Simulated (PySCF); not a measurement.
**SiNH5 (Si(NH2)H3): levels of theory compared**

We compute a comparison of 6 runs (B2PLYP/STO-3G, PBE0/STO-3G, r2SCAN/STO-3G, wB97X-V/STO-3G, QCISD(T)/STO-3G, UCCSD(T)/STO-3G) of SiNH5 (Si(NH2)H3). 

The results are computed with PySCF 2.14.0.

6 further runs of the same task are left out: 6 set aside as unsound or not needed.

## 1. The molecule

The species is SiNH5 (7 atoms), meant as a singlet with charge 0. SMILES: `[H][Si]([H])([H])N`. One bond was lengthened or shortened from a relaxed shape.

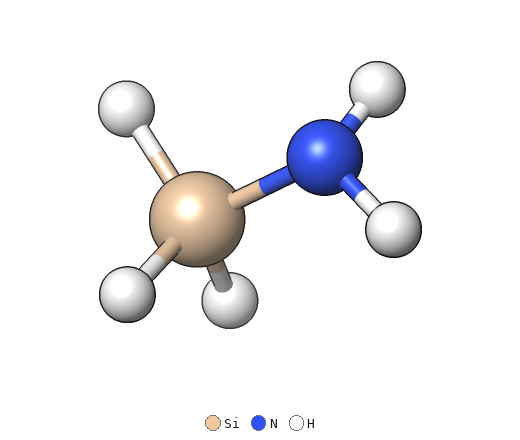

Viewed from a chosen angle; silicon light orange, nitrogen blue, hydrogen white.

## 2. A single-point energy at B2PLYP/STO-3G (run 1)

The input, job.py:

```python
from pyscf import gto, dft, mp

mol = gto.M(
    atom='''
Si     0.170190    -0.023364    -0.786458
N      0.261540     0.152946     0.925092
H      0.878560    -0.453934     1.440322
H     -0.763660     0.307400     1.545850
H      1.558630    -0.035664    -1.239008
H     -0.577040     1.143606    -1.249568
H     -0.502940    -1.245454    -1.257038
''',
    verbose=3,
    basis='sto-3g',
    max_memory=1860,
)

mf = dft.RKS(mol, xc='0.53*HF + 0.47*B88, 0.73*LYP')
mf.conv_tol = 1e-10
mf.grids.level = 5
mf.kernel()
if not mf.converged:
    mf = mf.newton().run(mf.mo_coeff, mf.mo_occ)

pt = mp.MP2(mf, frozen=6).run()
e_final = mf.e_tot + 0.27 * pt.e_corr
print('PT2 part  %.8f' % (0.27 * pt.e_corr))
print('E = %.10f Eh' % e_final)
```

Launch:

```
$ OMP_NUM_THREADS=1 python job.py
```

Log:

```text
converged SCF energy = -342.852248021872
E(RMP2) = -342.969732827207  E_corr = -0.117484805334323
E(SCS-RMP2) = -342.984313881011  E_corr = -0.132065859138559
PT2 part  -0.03172090
E = -342.8839689193 Eh
```

It took 2.5 s on 1 thread of Arm Neoverse V2, shared host; peak memory 0.2 GiB.

## 3. A single-point energy at PBE0/STO-3G (run 2)

The input, run.py:

```python
from pyscf import gto, dft

molecule = gto.Mole()
molecule.atom = '''
Si     0.170190    -0.023364    -0.786458
N      0.261540     0.152946     0.925092
H      0.878560    -0.453934     1.440322
H     -0.763660     0.307400     1.545850
H      1.558630    -0.035664    -1.239008
H     -0.577040     1.143606    -1.249568
H     -0.502940    -1.245454    -1.257038
'''
molecule.max_memory = 1860
molecule.verbose = 3
molecule.basis = 'sto-3g'
molecule.spin = 0
molecule.charge = 0
molecule.build()

ks = dft.RKS(molecule, xc='pbe0')
ks.conv_tol = 1e-10
ks.grids.level = 5
ks.kernel()
if not ks.converged:
    ks = ks.newton().run(ks.mo_coeff, ks.mo_occ)

e_final = ks.e_tot
print('E = %.10f Eh' % e_final)
```

Launch:

```
$ OMP_NUM_THREADS=1 python run.py
```

Log:

```text
converged SCF energy = -342.947696304743
E = -342.9476963047 Eh
```

Run time: 2.5 s. Hardware: 1 thread of Arm Neoverse V2, shared host; peak memory 0.2 GiB.

Runs 3 to 5 aren't shown in full; the table further down has their settings and results.

## 4. The energy at UCCSD(T)/STO-3G (run 6)

The input, calc.py:

```python
from pyscf import gto, cc

system = gto.M(
    atom='''
Si   0.170190  -0.023364  -0.786458
N    0.261540   0.152946   0.925092
H    0.878560  -0.453934   1.440322
H   -0.763660   0.307400   1.545850
H    1.558630  -0.035664  -1.239008
H   -0.577040   1.143606  -1.249568
H   -0.502940  -1.245454  -1.257038
''',
    spin=0,
    basis='sto-3g',
    charge=0,
    verbose=3,
    max_memory=1860,
)

hf = system.UHF()
hf.conv_tol = 1e-10
hf.kernel()
if not hf.converged:
    hf = hf.newton().run(hf.mo_coeff, hf.mo_occ)
for _ in range(3):
    mo, _, stable, _ = hf.stability(return_status=True)
    if stable:
        break
    hf.kernel(hf.make_rdm1(mo, hf.mo_occ))

mycc = cc.CCSD(hf, frozen=6)
mycc.kernel()
e_t = mycc.ccsd_t()
e_tot = mycc.e_tot + e_t
print('E(%s) = %.9f' % ('CCSD(T)', e_tot))
```

Launch:

```
$ OMP_NUM_THREADS=1 python calc.py
```

Log:

```text
converged SCF energy = -342.220780695587  <S^2> = 3.2498448e-11  2S+1 = 1
<class 'pyscf.scf.uhf.UHF'> wavefunction is stable in the internal stability analysis
E(UCCSD) = -342.346856969879  E_corr = -0.1260762742916092
UCCSD(T) correction = -0.00113005063879204
E(CCSD(T)) = -342.347987021
```

Wall time 0.7 s (1 thread of Arm Neoverse V2, shared host); peak memory 0.12 GiB.

## 5. Overview of the runs

```
run            level  frozen core orbitals  nlc grid  energy (Eh)  dipole moment (D) of the reference  HOMO energy (eV)  LUMO energy (eV)  wall time
  1    B2PLYP/STO-3G                     6         –  -342.883969                                1.03             -5.15              9.17      2.5 s
  2      PBE0/STO-3G                     –         –  -342.947696                                1.03             -3.38              7.15      2.5 s
  3    r2SCAN/STO-3G                     –         –  -343.078577                                1.02             -2.05              5.96      3.6 s
  4   wB97X-V/STO-3G                     –         1  -343.074618                                1.02             -5.94              9.74       21 s
  5  QCISD(T)/STO-3G                     6         –  -342.348065                                1.05             -7.97             12.70     0.66 s
  6  UCCSD(T)/STO-3G                     6         –  -342.347987                                1.05             -7.97             12.70      0.7 s
```

## 6. Outcome

| quantity | value |
| --- | --- |
| run 6: total energy | -342.34799 Eh |
| run 6: dipole moment (Hartree–Fock density) | 1.05 D |
| run 6: HOMO energy (Hartree–Fock orbitals) | -7.97 eV |
| run 6: LUMO energy (Hartree–Fock orbitals) | 12.70 eV |
| run 6: HOMO–LUMO gap (Hartree–Fock orbitals) | 20.67 eV |
| run 6: correlation energy (6 core orbitals frozen) | -127.2 mEh |
| run 6: (T) correction | -1.13 mEh |
| run 6: T1 diagnostic | 0.007 |

Over runs 1, 2, 3, 4 the dipole moment (its size) runs from 1.02 D (r2SCAN/STO-3G) to 1.03 D (B2PLYP/STO-3G). A double hybrid's value is that of its SCF part. Over runs 1, 2, 3, 4 the HOMO–LUMO gap runs from 8.02 eV (r2SCAN/STO-3G) to 15.67 eV (wB97X-V/STO-3G). Totals of different functionals can't be ranked against each other. In runs 1, 2, 3, 4, 5, 6 the basis is minimal, so the values are rough. All runs together took 31 s, the longest 21 s.
